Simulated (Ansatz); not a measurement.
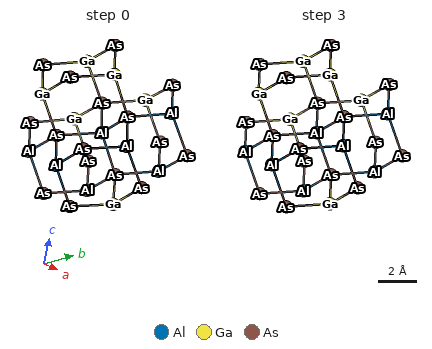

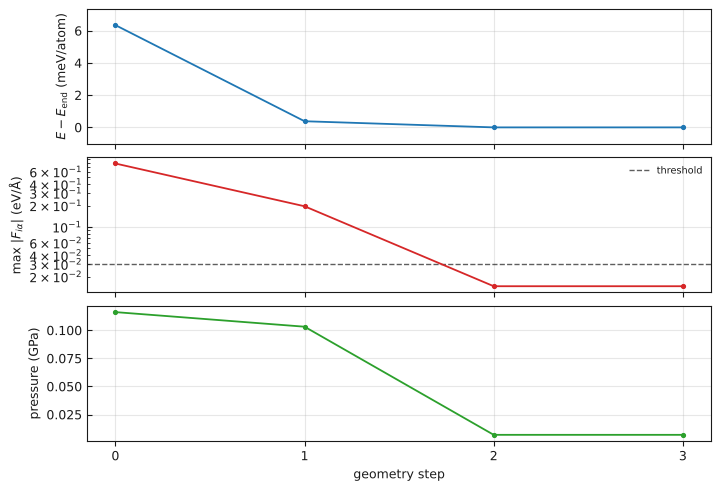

First and last geometry of a relaxation of solid Al₄₀Ga₂₄As₆₄ (a generated structure, set up in P1), with the history of the run. A ball-and-stick model of the atoms within 5.0 Å of the atom that moves most (axes of the cell of the calculation), seen slightly off an axis.

Theory: DFT, PBEsol, PAW, plane waves (Ansatz 0.2.0). (plane-wave cutoff 420 eV; k-point mesh 1 × 1 × 1; mesh shifted by (0.5, 0.5, 0.5); no spin polarisation; cell relaxed at fixed shape; force threshold 0.03 eV/Å; at most 80 steps)

> What do the curves and the structures tell?

It converged. Over 3 geometry steps the energy falls by 6.4 meV per atom. Largest force component: 0.78 eV/Å at the start, 0.015 eV/Å at the end. The pressure goes from 0.12 to 0.01 GPa. The largest move is that of an Al atom, 0.075 Å roughly along [0 −3 1]. Largest moves by element: Al 0.075 Å, As 0.073 Å, Ga 0.069 Å. The cell stays as it was. Some distances before and after: Al–As 2.371 → 2.455 Å, Al–As 2.535 → 2.453 Å, As–Ga 2.531 → 2.454 Å, Al–As 2.400 → 2.455 Å. Bond angles that change, for instance: As–Al–As 112.3° → 109.3°, Al–As–Al 112.2° → 109.3°, Al–As–Ga 107.3° → 109.6°. The space group stays P1 (No. 1). Cost: 12 s on 1 × NVIDIA GB300 Max-Q with 8 threads of Arm Neoverse-V2, peak memory 2.9 GiB.
